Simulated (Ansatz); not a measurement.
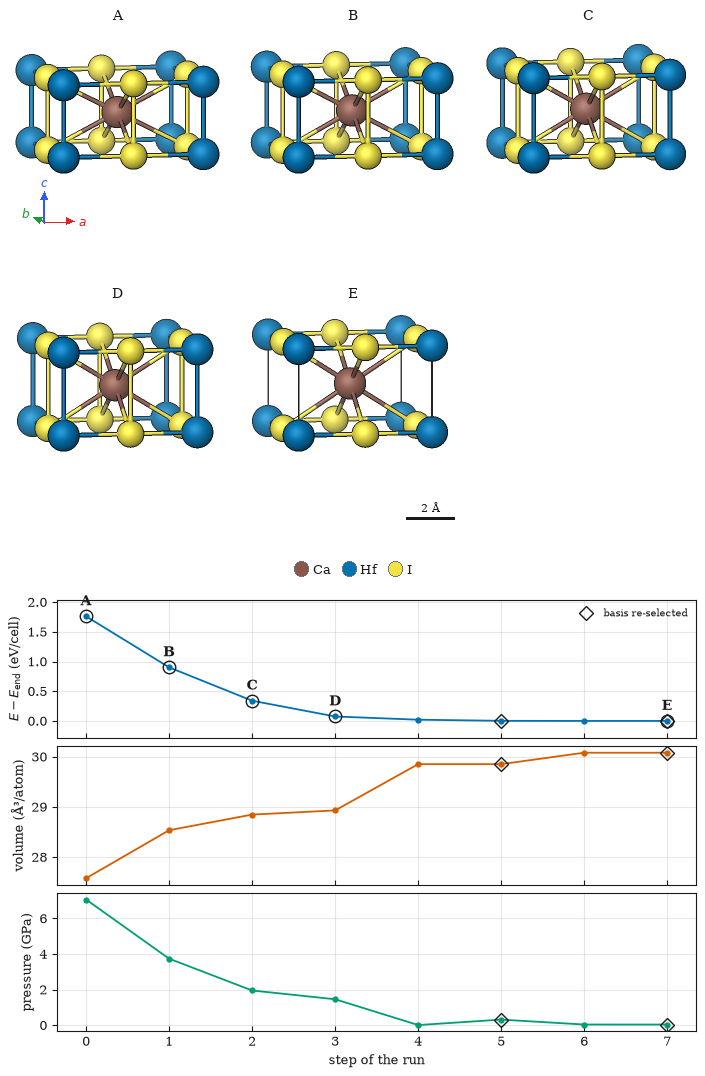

Frames of a relaxation of crystalline CaHfI2 (a generated structure, set up in P4/mmm) (coarse preliminary run), marked on the history of the run. A ball-and-stick model of the cell of the calculation, seen slightly off an axis.

Level of theory: Ansatz, DFT PBE, scalar-relativistic, plane waves, PAW.

The input:
```yaml
crystal:
  lattice:
    - [6.01355693, 0.0, 0.0]
    - [0.0, 6.01355693, 0.0]
    - [0.0, 0.0, 3.05043376]
  atoms:
    - { symbol: Ca, position: [0.5, 0.5, 0.5] }
    - { symbol: Hf, position: [0.0, 0.0, 0.0] }
    - { symbol: I, position: [0.5, 0.0, 0.0] }
    - { symbol: I, position: [0.0, 0.5, 0.0] }
basis:
  ecutwfc: 420
kpoints:
  mp_grid: { grid: [4, 4, 6] }
hamiltonian:
  xc: pbe
scf:
  occupations: { method: gaussian, width: 0.1 }
  lower_state_search: "off"
output:
  forces: true
  stress: true
  eigenvalues: true
relax:
  adjacent_minimum: "off"
  f_tol: 0.04
  max_steps: 70
  cell: { stress_tol: 0.4 }
```

Launched with:
```bash
ansatz run input.yaml --threads 1 --pin off --max-ram 2048MiB --backend cpu --events-out ev --progress --plain --runs-dir out
```

### What happens along the run?

After 5 accepted moves (7 points after the start) the energy has fallen by 1.760 eV per cell of the calculation. All forces vanish by symmetry, so only the cell relaxes. The pressure goes from 7.06 to 0.04 GPa. At 2 points the geometry stayed and the basis and grid were re-selected for the new cell (energy shift of 19.1 meV per cell of the calculation at most each time). No atom moves by more than 0.005 Å relative to the cell. Cell: a = b 6.014 → 5.740 Å (−4.6 %), c 3.050 → 3.652 Å (+19.7 %). Volume +9.1 %. Near-neighbour distances that change, for instance: Ca1–Ca1 3.050 → 3.652 Å, I3–I3 3.050 → 3.652 Å, Hf2–Hf2 3.050 → 3.652 Å, Hf2–I3 3.007 → 2.870 Å. Bond angles that change, for instance: Ca1–I3–Ca1 126.2° → 115.1°. The space group stays P4/mmm (No. 123). From step 0 to 1: volume +3.5 %, energy −0.858 eV per cell of the calculation. From step 1 to 2: volume +1.1 %, energy −0.561 eV per cell of the calculation. From step 2 to 3: volume +0.3 %, energy −0.265 eV per cell of the calculation. From step 3 to 7: volume +4.0 %, energy −75.1 meV per cell of the calculation.

| step | E − E(0), meV/atom | pressure, GPa | volume, Å³/atom | note |
| --- | --- | --- | --- | --- |
| 0 | 0.00 | 7.06 | 27.578 |  |
| 1 | -214.60 | 3.74 | 28.535 |  |
| 2 | -354.96 | 1.95 | 28.847 |  |
| 3 | -421.27 | 1.46 | 28.930 |  |
| 4 | -434.78 | 0.01 | 29.852 |  |
| 5 | -439.55 | 0.31 | 29.852 | same geometry, new basis |
| 6 | -440.02 | 0.04 | 30.080 |  |
| 7 | -440.05 | 0.04 | 30.080 | same geometry, new basis |
